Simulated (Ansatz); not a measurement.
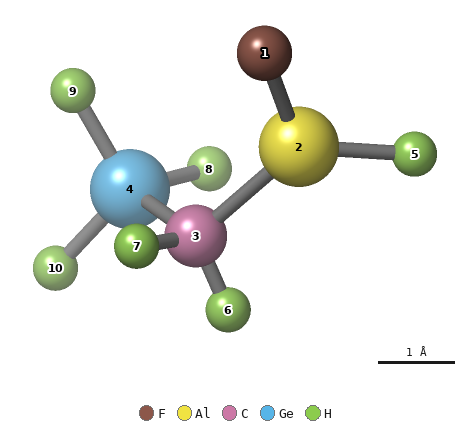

**Figure 1.** The structure (ball-and-stick view, seen at a tilt; atoms are numbered from 1 in the order of the input). Sticks mark near contacts.

# Run report: CH₆AlFGe, single-point calculation

System: CH₆AlFGe.
Method: RKS PBE-QIDH (frozen core)/def2-TZVPP (Ansatz 0.2.0).

The geometry comes from this level: PBE0-D4/def2-TZVP.

What the program printed:
```
Functional definition: PBE-QIDH
  name "PBE-QIDH"
  cite "Brémond, Sancho-García, Pérez-Jiménez & Adamo, J. Chem. Phys. 141, 031101 (2014) doi:10.1063/1.4890314"
  cite "Perdew, Burke & Ernzerhof, Phys. Rev. Lett. 77, 3865 (1996) doi:10.1103/PhysRevLett.77.3865"
  parameter a = 3^(-1/3)
  parameter c = 1/3
  exchange = (1 - a)*pbe_x + a*exact_x
  correlation = (1 - c)*pbe_c + c*(mp2_os + mp2_ss)
1415 factors; integrals over basis functions are off by at most 1.3e-3 eV
mean field evaluation 1: about -66932.6684 eV, gradient 4.7e1 eV
mean field evaluation 2: about -66932.7491 eV, gradient 4.7e1 eV
mean field evaluation 4: about -66936.9075 eV, gradient 3.0e0 eV
mean field evaluation 8: about -66936.9394 eV, gradient 4.1e-1 eV
mean field evaluation 16: about -66936.9397 eV, gradient 4.3e-5 eV
mean field -66936.93970709 eV, -2459.8871627483 hartree, gradient 3.1e-6 eV, S^2 0.000000; 0 other end points of the search recorded, 0 dependent functions left out
16 core orbitals not correlated: weight in the atoms' cores, before any rotation towards them, 1.000 or more for the frozen orbitals, at most 0.000 for the correlated occupied ones
reference -66936.93972147 eV, -2459.8871632769 hartree; 17, 17 occupied and 203, 203 virtual orbitals, 1415 factors
second order -23.58265534 eV of doubles, -0.00000000 eV of singles
Total energy: -66944.80060659 eV, -2460.1760454765 hartree
```

This output came from the following input.

Input:
```yaml
crystal:
  periodic: [false, false, false]
  atoms:
    - {symbol: F, position_ang: [-1.305600, 0.169180, 2.571906]}
    - {symbol: Al, position_ang: [-1.479717, 0.408835, 0.945715]}
    - {symbol: C, position_ang: [0.102250, 0.800650, -0.090534]}
    - {symbol: Ge, position_ang: [1.074807, -0.788189, -0.701711]}
    - {symbol: H, position_ang: [-2.940477, 0.269649, 0.366802]}
    - {symbol: H, position_ang: [-0.169275, 1.372361, -0.983853]}
    - {symbol: H, position_ang: [0.806531, 1.399596, 0.494935]}
    - {symbol: H, position_ang: [0.126772, -1.714870, -1.488822]}
    - {symbol: H, position_ang: [1.619656, -1.569410, 0.506854]}
    - {symbol: H, position_ang: [2.248152, -0.399003, -1.618293]}
basis:
  gaussian: {orbitals: def2-TZVPP}
hamiltonian: {xc: {name: PBE-QIDH}}
```

Launched with:
```bash
ansatz run in.yaml --threads 4 --pin off --events-out ev --progress --plain --max-ram 10444MiB
```

Summary:

- outcome: converged
- total energy: −66944.8006 eV
- mean-field energy: −66936.9397 eV
- SCF solution under orbital rotations: stable
- hardware: 4 threads of Arm Neoverse V1, 23 GiB of memory available, shared host
- wall time: 6 s (CPU time 23 s)
- peak memory: 0.6 GiB
